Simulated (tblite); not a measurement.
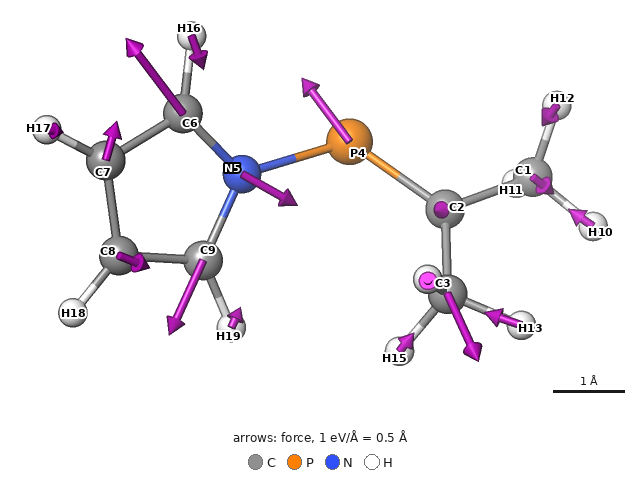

Starting geometry of C₇H₁₀NP with the computed forces as purple arrows. A ball-and-stick model, seen at a tilt.

Computed with GFN2-xTB geometry optimisation, gas phase (tblite 0.8.0). 

### Is this structure relaxed? If not, where do the atoms go?

It isn't relaxed: the largest force vector, on a C atom, is 2.98 eV/Å. The final displacements have little in common with the starting forces (cosine between the two patterns 0.16). Over 166 geometry steps the energy falls by 19.0 kcal/mol. The atom that moves furthest after the best rigid fit is an H atom (1.21 Å). By element the largest moves are H 1.21 Å, C 0.37 Å, P 0.28 Å, N 0.14 Å. Some distances before and after: N–P 1.793 → 1.729 Å, C–H 1.134 → 1.090 Å, C–C 1.456 → 1.492 Å, C–N 1.337 → 1.370 Å. Among the angles between lasting bonds that change: C–P–N 119.0° → 103.0°, C–C–H 121.5° → 130.5°, N–C–H 127.3° → 120.6°. Groups turn about C–C by about 60°, C–C by about 45°.
